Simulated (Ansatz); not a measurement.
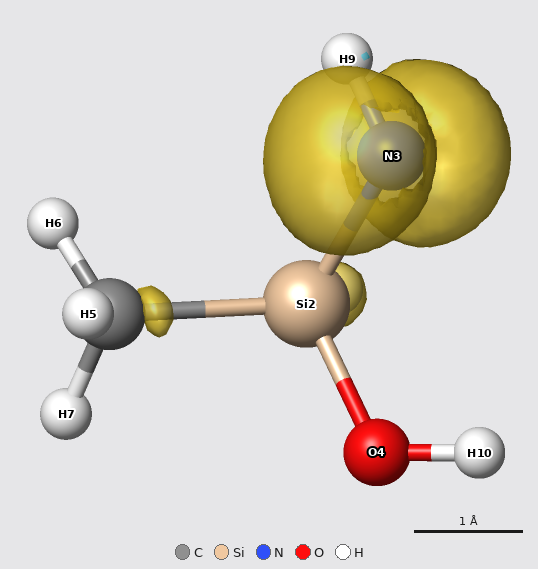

The picture shows: CH6NOSi (doublet). Isosurfaces of the spin density (α minus β) at +0.04 (yellow) and −0.04 e/Å³ (cyan), seen across its widest extent.

Geometry: PBE0-D4/def2-TZVP.

Theory: Ansatz 0.2.0, UKS PBE0-D4/def2-TZVPP.

```yaml
atoms:
  - { symbol: C, position_ang: [0.0756, 1.3218, 0.3081] }
  - { symbol: Si, position_ang: [-0.2771, -0.4551, -0.1018] }
  - { symbol: N, position_ang: [0.9048, -1.1993, -1.1506] }
  - { symbol: O, position_ang: [-0.3101, -1.2663, 1.3251] }
  - { symbol: H, position_ang: [1.0690, 1.4262, 0.7498] }
  - { symbol: H, position_ang: [0.0215, 1.9498, -0.5839] }
  - { symbol: H, position_ang: [-0.6572, 1.6883, 1.0311] }
  - { symbol: H, position_ang: [-1.5742, -0.6003, -0.8318] }
  - { symbol: H, position_ang: [1.0610, -0.6958, -2.0259] }
  - { symbol: H, position_ang: [-0.2304, -2.2205, 1.2830] }
```

Q: Describe the spin distribution.

A: The unpaired spin (1 electron) lies mostly on N3 (about 0.8) and Si2 (about 0.1), in electrons by Hirshfeld's partition.
